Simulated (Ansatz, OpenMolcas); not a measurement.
# CH4Si (SMILES C=[SiH2]): methods side by side

The species is CH4Si (6 atoms), meant as a singlet with charge 0. SMILES: `C=[SiH2]`. The coordinates come from a GFN2-xTB relaxation.

```xyz
6

C    -0.7387   -0.5472   -0.2651
Si    0.6113    0.4518    0.2183
H    -1.4085   -0.9966    0.4481
H    -0.9629   -0.7582   -1.2967
H     0.9530    0.7660    1.6007
H     1.5459    1.0842   -0.7053
```

Quantity: the energy change with the Si2–H6 bond stretched from 1.458 to 3.646 Å, in eV. The values are calculated.

```json
{"level": "HF/STO-3G (restricted)", "kind": "Hartree–Fock", "program": "Ansatz", "value (eV)": "10.01", "less FCI/STO-3G": "+5.21", "CPU time (all runs)": "0.21 s"}
{"level": "BLYP/STO-3G (restricted)", "kind": "GGA", "program": "Ansatz", "value (eV)": "6.58", "less FCI/STO-3G": "+1.78", "CPU time (all runs)": "2.3 s"}
{"level": "PBE/STO-3G (restricted)", "kind": "GGA", "program": "Ansatz", "value (eV)": "6.75", "less FCI/STO-3G": "+1.95", "CPU time (all runs)": "2.4 s"}
{"level": "B3LYP/STO-3G (restricted)", "kind": "global hybrid", "program": "Ansatz", "value (eV)": "7.35", "less FCI/STO-3G": "+2.55", "CPU time (all runs)": "2.3 s"}
{"level": "PBE0/STO-3G (restricted)", "kind": "global hybrid", "program": "Ansatz", "value (eV)": "7.66", "less FCI/STO-3G": "+2.86", "CPU time (all runs)": "2.2 s"}
{"level": "r2SCAN0/STO-3G (restricted)", "kind": "hybrid meta-GGA", "program": "Ansatz", "value (eV)": "7.92", "less FCI/STO-3G": "+3.12", "CPU time (all runs)": "5.4 s"}
{"level": "CCSD(T)/STO-3G (restricted)", "kind": "coupled cluster or CI", "program": "OpenMolcas", "value (eV)": "4.55", "less FCI/STO-3G": "-0.25", "CPU time (all runs)": "4.2 s"}
{"level": "CISD/STO-3G (restricted)", "kind": "coupled cluster or CI", "program": "OpenMolcas", "value (eV)": "6.42", "less FCI/STO-3G": "+1.62", "CPU time (all runs)": "3.3 s"}
{"level": "FCI/STO-3G", "kind": "exact in the basis", "program": "Ansatz", "value (eV)": "4.80", "less FCI/STO-3G": "0.00", "CPU time (all runs)": "9 s"}
```

FCI/STO-3G is exact within its basis and frozen core, so for wave-function methods in that basis the difference is their error; functionals converge differently with the basis, so for them it is only a difference. Spin-restricted single references rise too steeply as a bond breaks, Hartree–Fock most of all. Perturbation and coupled-cluster corrections on them can overshoot downwards. The first shape isn't each level's own minimum. The values span 4.55 to 10.01 eV. All rows use very small basis sets, so even the best lies far from the true value. Times are those of the runs behind each value, whatever else they computed, on shared processors of several kinds: orders of magnitude only.

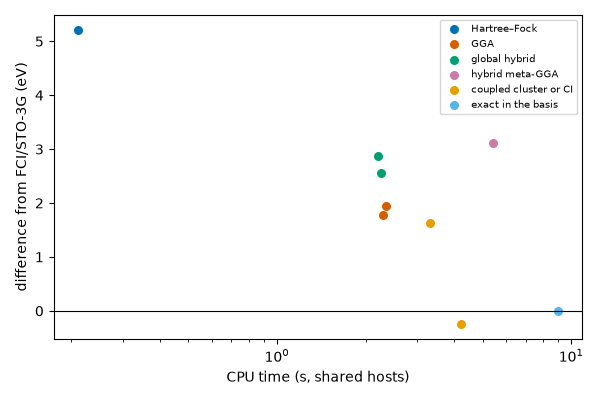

Difference from FCI/STO-3G against processor time, one point a level.
